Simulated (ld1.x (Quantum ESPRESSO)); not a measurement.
**An RRKJ potential for Ge, from input to tests**

Aim: build the potential from the settings below, then test how well it stands in for the atom: other configurations, scattering, ghost states and the plane-wave cutoff that it needs.

Method: ld1.x (Quantum ESPRESSO) 7.5, PBEsol, scalar-relativistic.

## Step 1: The design

The settings as typed:

```json
{
  "element": "germanium (Ge, Z = 32)",
  "type": "norm-conserving RRKJ (Kleinman–Bylander form)",
  "frozen core": "[Ar]",
  "valence charge": "14",
  "reference configuration": "3d10 4s2 4p1 (charge +1)",
  "partial waves": "4s (bound): rc 1.45 bohr; 3d (bound): rc 1.25 bohr; 4p (bound): rc 1.90 bohr",
  "local potential": "the p channel",
  "core correction": "a·sin(br)/r model core inside 1.25 bohr"
}
```

An earlier all-electron run gives the scale for the radii.

All-electron outer shells of the reference configuration (PBEsol, scalar-relativistic, ld1.x):

```csv
shell,level (eV),outermost node (bohr),outermost maximum (bohr)
3s,-177.16,0.26,0.54
3p,-124.47,0.23,0.54
3d,-38.34,–,0.50
4s,-19.89,0.77,1.71
4p,-11.26,0.82,2.08
```

## Step 2: Generation

File Ge.in:

```
 &input
   title='Ge', zed=32., rel=1, dft='PBESOL', iswitch=3,
   config='[Ar] 3d10 4s2 4p1',
   nld=3, rlderiv=2.05, eminld=-5.0, emaxld=5.0, deld=0.02
 /
 &inputp
   pseudotype=2, tm=.false., lloc=1,
   nlcc=.true., rcore=1.25,
   file_pseudopw='Ge.UPF', file_wfcaegen='ae.wfc', file_wfcncgen='nc.wfc', file_beta='beta', file_chi='chi'
 /
3
4S  1  0   2.00   0.00  1.45  1.45  0.0
3D  3  2  10.00   0.00  1.25  1.25  0.0
4P  2  1   1.00   0.00  1.90  1.90  0.0
 &test
   configts(1)='3d10 4s2 4p1'
 /
```

On the command line:

```bash
$ ld1.x < Ge.in > Ge.out
```

What the program wrote to Ge.out (without the banner and most projector matrices):

```text
     Program LD1 v.7.5
     --------------------------- All-electron run ----------------------------

     Ge
     scalar relativistic calculation

     atomic number is 32.00
     dft =PBESOL   lsd =0 sic =0 latt =0  beta=0.20 tr2=1.0E-14
     Exchange-correlation= PBESOL
                           (   1   4  10   8   0   0   0)
     mesh =1207 r(mesh) = 100.41023 a.u. xmin = -7.00 dx = 0.01250
     1 Ry =  13.60569312 eV, c = 137.03599908

     n l     nl                  e(Ry)          e(Ha)          e(eV)
     1 0     1S 1( 2.00)      -805.6296      -402.8148    -10961.1489
     2 0     2S 1( 2.00)      -101.4054       -50.7027     -1379.6914
     2 1     2P 1( 6.00)       -88.7234       -44.3617     -1207.1430
     3 0     3S 1( 2.00)       -13.0211        -6.5105      -177.1609
     3 1     3P 1( 6.00)        -9.1485        -4.5742      -124.4710
     3 2     3D 1(10.00)        -2.8178        -1.4089       -38.3376
     4 0     4S 1( 2.00)        -1.4621        -0.7310       -19.8927
     4 1     4P 1( 1.00)        -0.8273        -0.4137       -11.2564

     final scf error:  8.7E-15 reached in  32 iterations

     Etot =   -4194.042153 Ry,   -2097.021076 Ha,  -57062.850477 eV

     Ekin =    4269.638399 Ry,    2134.819200 Ha,   58091.389806 eV
     Encl =  -10091.452949 Ry,   -5045.726475 Ha, -137301.211991 eV
     Eh   =    1783.196705 Ry,     891.598352 Ha,   24261.627144 eV
     Exc  =    -155.424308 Ry,     -77.712154 Ha,   -2114.655437 eV

     normalization and overlap integrals

     s(1S/1S) =  1.000000  <r> =   0.0470  <r2> =    0.0030  r(max) =   0.0309
     s(2S/2S) =  1.000000  <r> =   0.2102  <r2> =    0.0521  r(max) =   0.1754
     s(2P/2P) =  1.000000  <r> =   0.1838  <r2> =    0.0414  r(max) =   0.1418
     s(3S/3S) =  1.000000  <r> =   0.6247  <r2> =    0.4503  r(max) =   0.5402
     s(3P/3P) =  1.000000  <r> =   0.6474  <r2> =    0.4936  r(max) =   0.5402
     s(3D/3D) =  1.000000  <r> =   0.7351  <r2> =    0.6928  r(max) =   0.5012
     s(4S/4S) =  1.000000  <r> =   2.0275  <r2> =    4.7096  r(max) =   1.7062
     s(4P/4P) =  1.000000  <r> =   2.5415  <r2> =    7.4976  r(max) =   2.0839

     ------------------------ End of All-electron run ------------------------

     --------------------- Generating NC pseudopotential ---------------------

      Generating local pot.: lloc=1, matching radius rcloc =   1.9000

      Computing core charge for nlcc:

       r > 1.26 : true rho core
       r < 1.26 : rho core = a sin(br)/r    a=   2.16  b=   2.19

      Integrated core pseudo-charge :   1.51

      Wfc   4S  rcut= 1.432  Estimated cut-off energy=       58.65 Ry
      This function has    0 nodes for 0 < r <    1.432

      Wfc   3D  rcut= 1.264  Estimated cut-off energy=      148.25 Ry
      This function has    0 nodes for 0 < r <    1.264

     ------------------- End of pseudopotential generation -------------------

     [... the all-electron block is printed once more ...]


     Computing logarithmic derivative in   2.04528
     Computing logarithmic derivative in   2.04528
     Computing the partial wave expansion
     R is outside the sphere for l=    0 j= 0.00
       no projector for channel:   1
     R is outside the sphere for l=    2 j= 0.00

     ---------------------- Testing the pseudopotential ----------------------

     Ge
     scalar relativistic calculation

     atomic number is 32.00   valence charge is 14.00
     dft =PBESOL   lsd =0 sic =0 latt =0  beta=0.20 tr2=1.0E-14
     mesh =1207 r(mesh) = 100.41023 xmin = -7.00 dx = 0.01250

     n l     nl             e AE (Ry)        e PS (Ry)    De AE-PS (Ry)
     3 2     3D   1(10.00)       -2.81776       -2.81776        0.00000
     1 0     4S   1( 2.00)       -1.46208       -1.46209        0.00000
     2 1     4P   1( 1.00)       -0.82733       -0.82733       -0.00000

     eps = 5.0E-15  iter = 14

     Etot =   -4194.042153 Ry,   -2097.021076 Ha,  -57062.850477 eV
     Etotps =  -176.235261 Ry,     -88.117630 Ha,   -2397.802874 eV

     Ekin =     194.749944 Ry,      97.374972 Ha,    2649.707968 eV
     Encl =    -287.452340 Ry,    -143.726170 Ha,   -3910.988326 eV
     Ehrt =     148.431415 Ry,      74.215707 Ha,    2019.512279 eV
     Ecxc =     -24.338036 Ry,     -12.169018 Ha,    -331.135845 eV
     (Ecc =      -1.394292 Ry,      -0.697146 Ha,     -18.970314 eV)
     Epseu=    -207.626243 Ry,    -103.813122 Ha,   -2824.898951 eV

     ---------------------- End of pseudopotential test ----------------------
```

Run time: 3.4 s. Hardware: 1 thread of Intel Xeon 6975P-C, shared host. This counts the later configuration tests of the new file too.

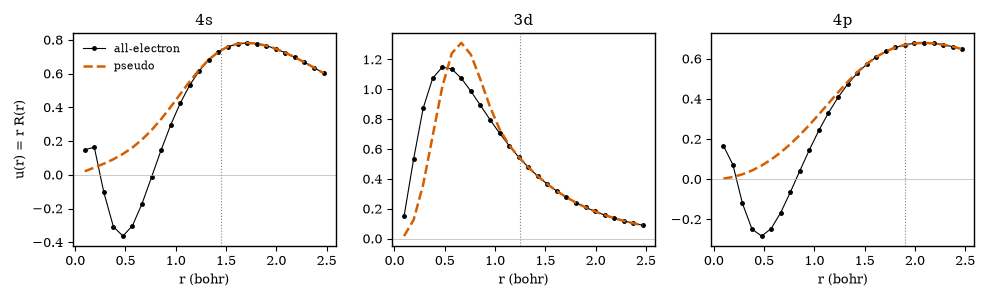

All-electron and pseudo partial waves (4s, 3d, 4p), with the matching radii dotted. The curves join 26 sampled radii, too few to resolve the innermost nodes.

## Step 3: Testing the new file in other configurations

File Ge.test.in:

```
 &input
   title='Ge', zed=32., rel=1, dft='PBESOL', iswitch=2,
   config='[Ar] 3d10 4s2 4p1'
 /
 &test
   file_pseudo='Ge.UPF', nconf=8,
   configts(1)='3d10 4s2 4p1',
   configts(2)='3d10 4s2 4p2',
   configts(3)='3d10 4s2 4p0',
   configts(4)='3d10 4s1 4p0',
   configts(5)='3d10 4s2 4p2.3',
   configts(6)='3d9 4s2 4p3',
   configts(7)='3d10 4s0 4p4',
   configts(8)='3d10 4s1 4p2'
 /
```

On the command line:

```bash
$ ld1.x < Ge.test.in > Ge.test.out
```

Ge.test.out, the pseudopotential blocks, each with the warnings that came before it:

```text
     Warning: n=3, l=2 expected 0 nodes, found 1
     ---------------------- Testing the pseudopotential ----------------------

     Ge
     scalar relativistic calculation

     atomic number is 32.00   valence charge is 14.00
     dft =PBESOL   lsd =0 sic =0 latt =0  beta=0.20 tr2=1.0E-14
     mesh =1207 r(mesh) = 100.41023 xmin = -7.00 dx = 0.01250

     n l     nl             e AE (Ry)        e PS (Ry)    De AE-PS (Ry)
     3 2     3D   1(10.00)       -2.81776       -2.81776        0.00000
     1 0     4S   1( 2.00)       -1.46208       -1.46209        0.00000
     2 1     4P   1( 1.00)       -0.82733       -0.82733       -0.00000

     eps = 3.8E-15  iter = 14

     Etot =   -4194.042153 Ry,   -2097.021077 Ha,  -57062.850479 eV
     Etotps =  -176.235260 Ry,     -88.117630 Ha,   -2397.802864 eV

     Ekin =     194.749943 Ry,      97.374971 Ha,    2649.707957 eV
     Encl =    -287.452339 Ry,    -143.726170 Ha,   -3910.988314 eV
     Ehrt =     148.431414 Ry,      74.215707 Ha,    2019.512266 eV
     Ecxc =     -24.338036 Ry,     -12.169018 Ha,    -331.135843 eV
     (Ecc =      -1.394292 Ry,      -0.697146 Ha,     -18.970314 eV)
     Epseu=    -207.626242 Ry,    -103.813121 Ha,   -2824.898929 eV

     ---------------------- End of pseudopotential test ----------------------

     ---------------------- Testing the pseudopotential ----------------------

     Ge
     [...]
     n l     nl             e AE (Ry)        e PS (Ry)    De AE-PS (Ry)
     3 2     3D   1(10.00)       -2.15441       -2.15665        0.00224
     1 0     4S   1( 2.00)       -0.86312       -0.86300       -0.00012
     2 1     4P   1( 2.00)       -0.28641       -0.28640       -0.00002

     eps = 6.6E-15  iter = 24

     Etot =   -4194.589934 Ry,   -2097.294967 Ha,  -57070.303424 eV
     Etotps =  -176.783072 Ry,     -88.391536 Ha,   -2405.256229 eV
     dEtot_ae =      -0.547781 Ry
     dEtot_ps =      -0.547812 Ry,   Delta E=       0.000031 Ry

     [...]
     ---------------------- End of pseudopotential test ----------------------

     ---------------------- Testing the pseudopotential ----------------------

     Ge
     [...]
     n l     nl             e AE (Ry)        e PS (Ry)    De AE-PS (Ry)
     3 2     3D   1(10.00)       -3.61817       -3.61610       -0.00207
     1 0     4S   1( 2.00)       -2.15220       -2.15320        0.00101
     2 1     4P   1( 0.00)       -1.45534       -1.45629        0.00096

     eps = 2.4E-15  iter = 20

     Etot =   -4192.906700 Ry,   -2096.453350 Ha,  -57047.401848 eV
     Etotps =  -175.099317 Ry,     -87.549659 Ha,   -2382.347579 eV
     dEtot_ae =       1.135453 Ry
     dEtot_ps =       1.135943 Ry,   Delta E=      -0.000489 Ry

     [...]
     ---------------------- End of pseudopotential test ----------------------

     ---------------------- Testing the pseudopotential ----------------------

     Ge
     [...]
     n l     nl             e AE (Ry)        e PS (Ry)    De AE-PS (Ry)
     3 2     3D   1(10.00)       -4.63902       -4.63953        0.00051
     1 0     4S   1( 1.00)       -2.96839       -2.97082        0.00243
     2 1     4P   1( 0.00)       -2.20180       -2.20515        0.00335

     eps = 8.3E-15  iter = 17

     Etot =   -4190.349829 Ry,   -2095.174914 Ha,  -57012.613850 eV
     Etotps =  -172.540358 Ry,     -86.270179 Ha,   -2347.531163 eV
     dEtot_ae =       3.692324 Ry
     dEtot_ps =       3.694902 Ry,   Delta E=      -0.002578 Ry

     [...]
     ---------------------- End of pseudopotential test ----------------------

     ---------------------- Testing the pseudopotential ----------------------

     Ge
     [...]
     n l     nl             e AE (Ry)        e PS (Ry)    De AE-PS (Ry)
     3 2     3D   1(10.00)       -1.99101       -1.99370        0.00268
     1 0     4S   1( 2.00)       -0.70991       -0.70982       -0.00009
     2 1     4P   1( 2.30)       -0.14877       -0.14879        0.00001

     eps = 7.1E-15  iter = 24

     Etot =   -4194.654849 Ry,   -2097.327425 Ha,  -57071.186637 eV
     Etotps =  -176.847993 Ry,     -88.423996 Ha,   -2406.139520 eV
     dEtot_ae =      -0.612696 Ry
     dEtot_ps =      -0.612733 Ry,   Delta E=       0.000037 Ry

     [...]
     ---------------------- End of pseudopotential test ----------------------

     ---------------------- Testing the pseudopotential ----------------------

     Ge
     [...]
     n l     nl             e AE (Ry)        e PS (Ry)    De AE-PS (Ry)
     3 2     3D   1( 9.00)       -2.87511       -2.94950        0.07439  !
     1 0     4S   1( 2.00)       -1.03204       -1.03412        0.00209
     2 1     4P   1( 3.00)       -0.37976       -0.37813       -0.00164

     eps = 3.3E-15  iter = 16

     Etot =   -4192.412558 Ry,   -2096.206279 Ha,  -57040.678705 eV
     Etotps =  -174.564975 Ry,     -87.282487 Ha,   -2375.077473 eV
     dEtot_ae =       1.629595 Ry
     dEtot_ps =       1.670285 Ry,   Delta E=      -0.040690 Ry

     [...]
     ---------------------- End of pseudopotential test ----------------------

     ---------------------- Testing the pseudopotential ----------------------

     Ge
     [...]
     n l     nl             e AE (Ry)        e PS (Ry)    De AE-PS (Ry)
     3 2     3D   1(10.00)       -2.40122       -2.41260        0.01138  !
     1 0     4S   1( 0.00)       -0.99638       -0.99696        0.00058
     2 1     4P   1( 4.00)       -0.38282       -0.38275       -0.00007

     eps = 1.5E-15  iter = 23

     Etot =   -4193.398370 Ry,   -2096.699185 Ha,  -57054.091362 eV
     Etotps =  -175.590744 Ry,     -87.795372 Ha,   -2389.033775 eV
     dEtot_ae =       0.643783 Ry
     dEtot_ps =       0.644516 Ry,   Delta E=      -0.000733 Ry

     [...]
     ---------------------- End of pseudopotential test ----------------------

     ---------------------- Testing the pseudopotential ----------------------

     Ge
     [...]
     n l     nl             e AE (Ry)        e PS (Ry)    De AE-PS (Ry)
     3 2     3D   1(10.00)       -2.94488       -2.94972        0.00484
     1 0     4S   1( 1.00)       -1.53371       -1.53408        0.00037
     2 1     4P   1( 2.00)       -0.88531       -0.88534        0.00003

     eps = 4.1E-15  iter = 22

     Etot =   -4193.400542 Ry,   -2096.700271 Ha,  -57054.120921 eV
     Etotps =  -175.593421 Ry,     -87.796711 Ha,   -2389.070201 eV
     dEtot_ae =       0.641611 Ry
     dEtot_ps =       0.641839 Ry,   Delta E=      -0.000228 Ry

     [...]
     ---------------------- End of pseudopotential test ----------------------
```

Energies count from the reference configuration 3d10 4s2 4p1; the error is all-electron less pseudo. The frozen-core shift comes from a second all-electron run, not shown, with the core orbitals held at their reference shape; it is that run's ΔE less the relaxed one.

| valence configuration | charge | ΔE all-electron (eV) | error AE − PS (meV) | frozen-core shift (meV) |
| --- | --- | --- | --- | --- |
| 3d10 4s2 4p2 | 0 | -7.453 | +0.4 | -0.7 |
| 3d10 4s2 4p0 | +2 | 15.449 | -6.7 | +2.0 |
| 3d10 4s1 4p0 | +3 | 50.237 | -35 | +9.3 |
| 3d10 4s2 4p2.3 | -0.3 | -8.336 | +0.5 | -0.7 |
| 3d9 4s2 4p3 | 0 | 22.172 | -554 | +272 |
| 3d10 4s0 4p4 | 0 | 8.759 | -10.0 | +1.2 |
| 3d10 4s1 4p2 | +1 | 8.730 | -3.1 | +0.8 |

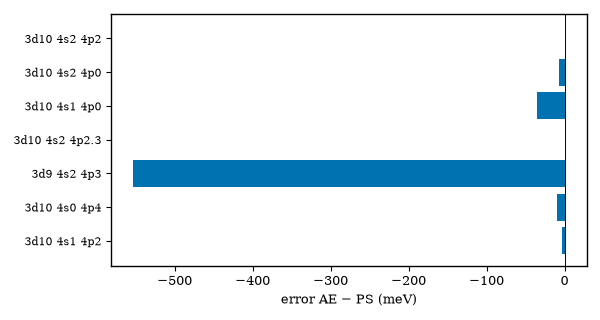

Error of the potential in each test configuration.

## Step 4: Does it scatter like the atom?

Taken from the files of the generation run. The phase is arctan(r·u′/u) with u = r·R, unwrapped, with energies in Ry. A pole is an energy at which the radial function vanishes at the test radius. The pseudo phase is shifted by a multiple of π to meet the all-electron one at the reference energy. Levels narrower than the energy grid can be missing from the poles. The last column is the largest difference on the grid between −1 and +1 Ry.

| channel | radius (bohr) | reference (Ry) | poles AE | poles PS | window around the reference with phases within 0.05 rad (Ry) | largest difference near zero (rad) |
| --- | --- | --- | --- | --- | --- | --- |
| s | 2.04 | -1.46 | 1.17 | 1.38 | below 3.4 | 0.015 |
| p | 2.04 | -0.83 | 2.67 | 2.49 | below 4.7 | 0.008 |
| d | 2.04 | -2.82 | -2.72 | -2.72 | below -0.8 | 0.470 |

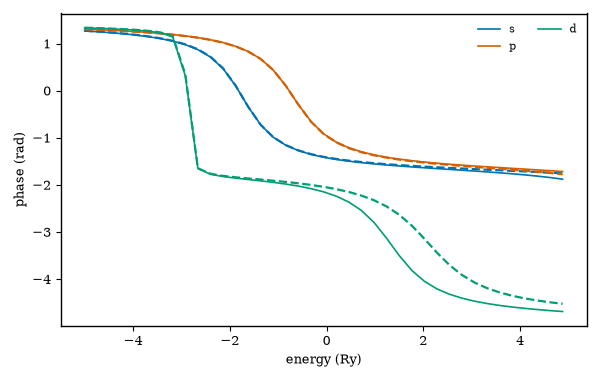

All-electron (solid) and pseudo (dashed) phases against energy.

## Step 5: Cutoff and ghost test in a Bessel basis

This step uses the generator's waves and projectors in a separate script. Basis: spherical Bessel functions vanishing at 20 bohr, q² up to the cutoff; potential fixed at the reference.

All-electron valence levels (Ry): 4s -1.4621, 3d -2.8178, 4p -0.8273. The lowest levels of each channel (Ry) by cutoff; the last column sums, over occupied levels, occupation times the distance from the level at 400 Ry. A positive value at high cutoff is not a bound level.

```
cutoff (Ry)      s #1     s #2     d #1     p #1     f #1  Σ f·Δε (mRy)
          8  -42.2095  -1.3855  -0.2360  -0.8192  -0.0537       25978.8
         18  -75.1093  -1.4557  -0.2393  -0.8266  -0.0537       25798.6
         30  -77.9355  -1.4586  -0.2465  -0.8272  -0.0537       25720.1
         50  -89.5073  -1.4620  -0.8541  -0.8273  -0.0537       19636.5
         80  -89.9799  -1.4621  -2.6062  -0.8273  -0.0537        2115.5
        120  -90.1462  -1.4621  -2.8162  -0.8273  -0.0537          15.7
        160  -90.1945  -1.4621  -2.8175  -0.8273  -0.0537           3.0
        180  -90.2100  -1.4621  -2.8176  -0.8273  -0.0537           1.4
        230  -90.2303  -1.4621  -2.8177  -0.8273  -0.0537           0.4
        300  -90.2402  -1.4621  -2.8178  -0.8273  -0.0537           0.1
        400  -90.2448  -1.4621  -2.8178  -0.8273  -0.0537           0.0
```

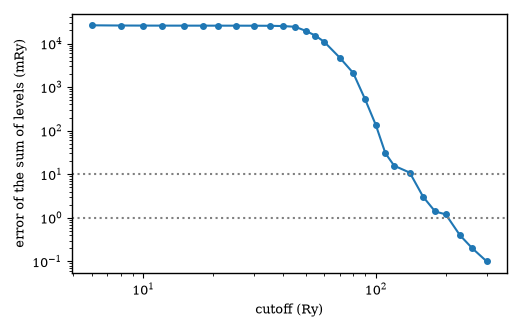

Occupation-weighted error of the valence levels against the cutoff; the dotted lines mark 10 and 1 mRy.

The sum stays within 10 mRy from 160 Ry and within 1 mRy from 230 Ry. The sum leaves out empty levels, which can need more. Ghost test: ghost state, bound below the all-electron valence or empty levels of the same l: s at -1227.8 eV.

## Step 6: What came out

```
                                                quantity                      value
               cutoffs for 10 and 1 mRy, occupied levels          160 Ry and 230 Ry
                                            bound ghosts           s at -1227.84 eV
                            largest test error (AE − PS)  -554 meV, for 3d9 4s2 4p3
largest phase difference near zero energy, channels read                  0.470 rad
```

In words: It has a bound ghost (s), a state that the atom doesn't have, and that rules the file out. The worst unpolarised test, 3d9 4s2 4p3, is off by 554 meV on 22.2 eV; by total energies transferability rates as poor. It counts as very hard, with 160 Ry needed at the looser tolerance. The slowest occupied level is 3d: taken alone it needs 160 Ry to come within 1 mRy, against 40 Ry for 4s. Near zero energy the largest phase difference among the channels read is 0.47 rad, in the d channel. These are tests on the free atom; a crystal test is still owed.
